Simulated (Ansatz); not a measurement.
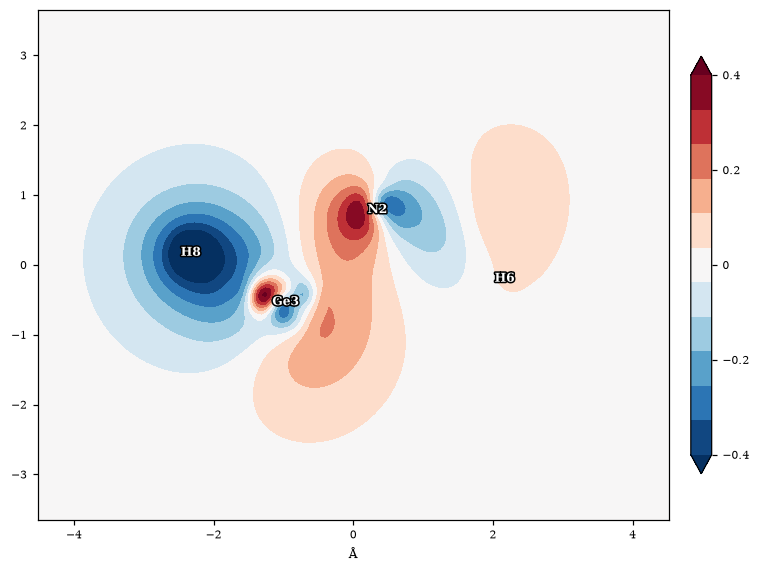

Figure 1: CH$_{6}$GeN (SMILES C[N][GeH3]) (doublet). The HOMO−1 (β) on the plane of atoms N2, Ge3 and H8 (values in Å⁻³ᐟ²; the overall sign is arbitrary).

Geometry: PBE0-D4/def2-TZVP.

Level of theory: UKS PBE0-D4/def2-TZVPP (Ansatz 0.2.0).

```yaml
atoms:
  - { symbol: C, position_ang: [-0.4119, 0.9821, -0.9249] }
  - { symbol: N, position_ang: [-0.9141, -0.1114, -0.1608] }
  - { symbol: Ge, position_ang: [0.3252, -1.0314, 0.8820] }
  - { symbol: H, position_ang: [-1.1346, 1.2931, -1.6863] }
  - { symbol: H, position_ang: [0.5628, 0.8008, -1.4029] }
  - { symbol: H, position_ang: [-0.2605, 1.8476, -0.2569] }
  - { symbol: H, position_ang: [1.7470, -0.9432, 0.2833] }
  - { symbol: H, position_ang: [-0.1374, -2.4912, 0.9662] }
  - { symbol: H, position_ang: [0.3119, -0.3928, 2.2833] }
```

### What is the character of this orbital?

It lies mainly on Ge3 (about 35 %), H7 (about 20 %), H8 (about 20 %), N2 (about 5 %) and C1 (about 5 %). Its energy is −9.48 eV.
